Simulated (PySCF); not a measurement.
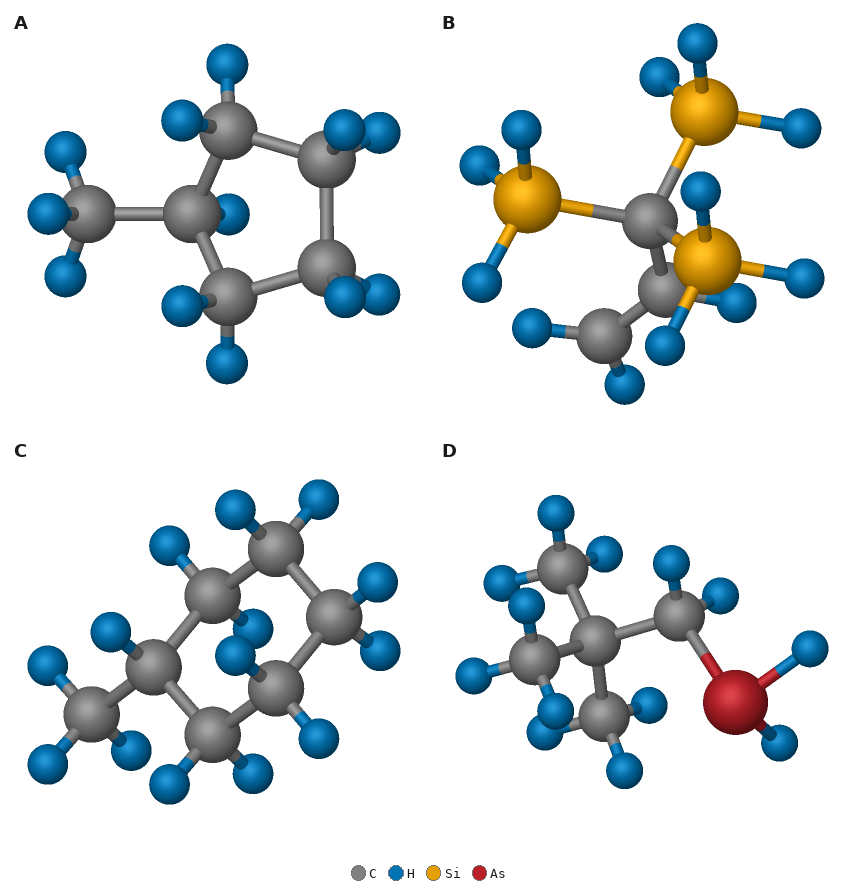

Figure made from data computed with PySCF.

> Which panel belongs to which SMILES?
(1) CC1CCCCC1
(2) CC1CCCC1
(3) CC(C)(C)C[AsH2]
(4) C=CC([SiH3])([SiH3])[SiH3]

A is (2), B is (4), C is (1), D is (3).
